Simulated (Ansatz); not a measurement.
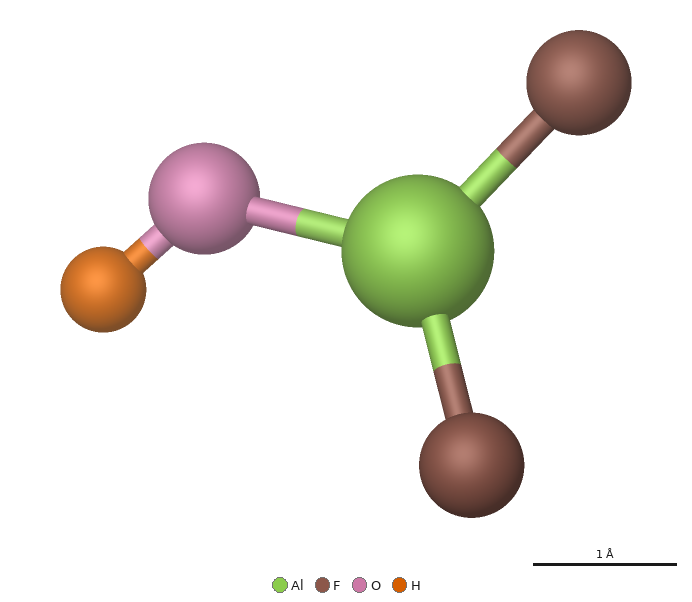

A ball-and-stick model of a molecule.

What does the picture show?

It has 5 atoms: 1 aluminium, 2 fluorine, 1 hydrogen and 1 oxygen (AlF₂HO). This geometry has Cs symmetry. All atoms lie on one plane. Coordination: 1 Al trigonal planar; 1 O bent.

The parts below concern this one geometry. Atoms keep their numbers from picture to picture. Computed geometry: PBE0-D4/def2-TZVP optimisation.

**Charges**

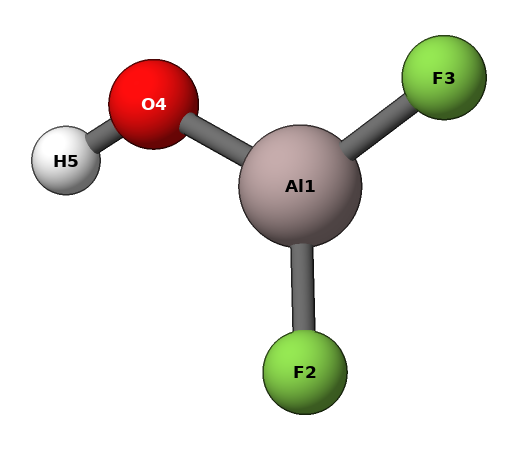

The questions are on Mulliken charges. Properties computed with RKS PBE0-D4/def2-TZVP (Ansatz 0.2.0).

**Which atom carries the highest charge (most positive or least negative)?**

Al1 (0.87 e).

**And the lowest?**

O4 (−0.53 e).

Give the Mulliken charges atom by atom.

```tsv
atom	value (e)
Al1	0.87
F2	−0.34
F3	−0.33
O4	−0.53
H5	0.33
```

**Electronic properties**

Properties computed with RKS PBE0-D4/def2-TZVPP (Ansatz 0.2.0).

What does the calculation give?

- HOMO energy (Kohn–Sham orbital): −9.95 eV
- LUMO energy (Kohn–Sham orbital): −1.09 eV
- HOMO–LUMO gap: 8.86 eV

**Dipole moment**

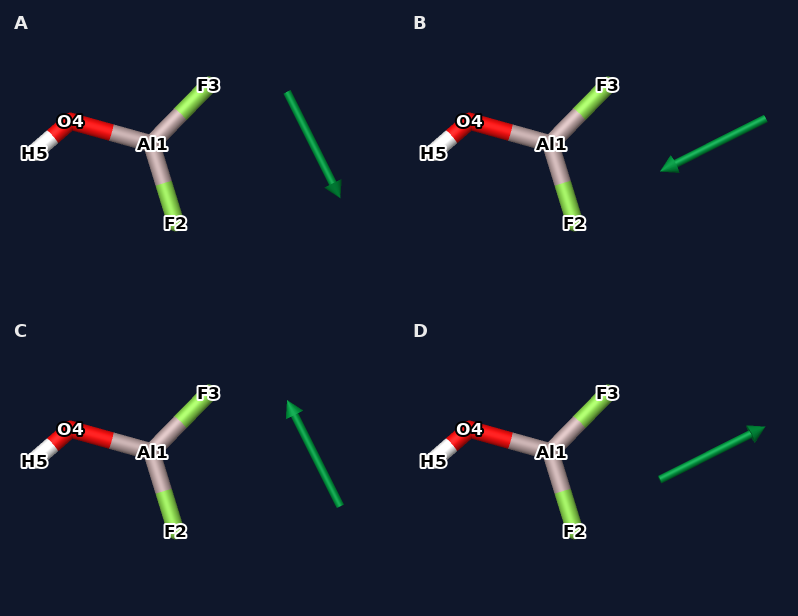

The same molecule four times, each with an arrow. Level of theory: RKS PBE0-D4/def2-TZVP (Ansatz 0.2.0).

**Which arrow points along the dipole moment, from the negative to the positive end?**

B. The dipole moment is 2.00 D; it points from the side of F3 to the side of H5 (the outermost atoms at the two ends).

**Vibrations**

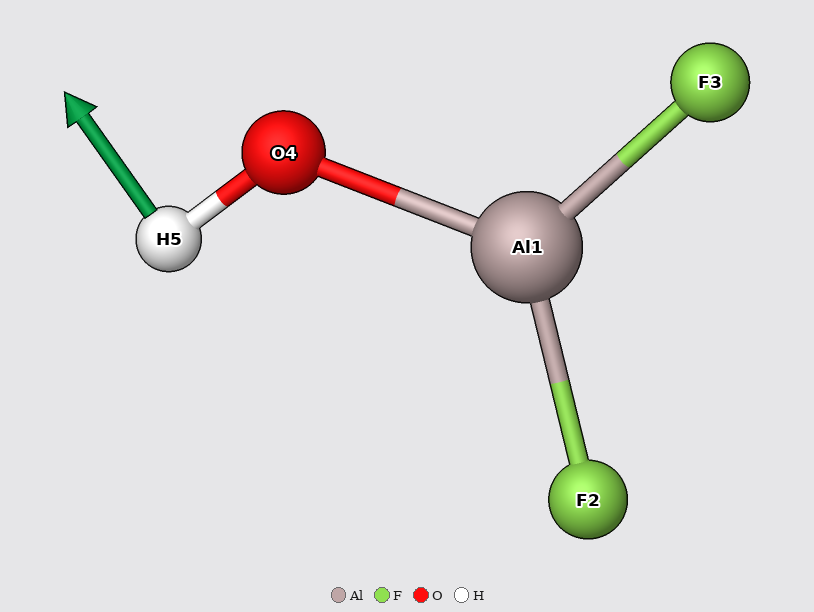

The arrows show one normal mode. Harmonic vibrations computed with RKS PBE0-D4/def2-TZVP (Ansatz 0.2.0) at a stationary point of the same level.

**Describe the motion.**

Mostly Al–O–H bending.

**Estimate its harmonic wavenumber.**

625 cm⁻¹; it is mode 5 of 9 counted from the lowest.

Mulliken values depend strongly on the basis set and can even reverse the polarity of a bond.
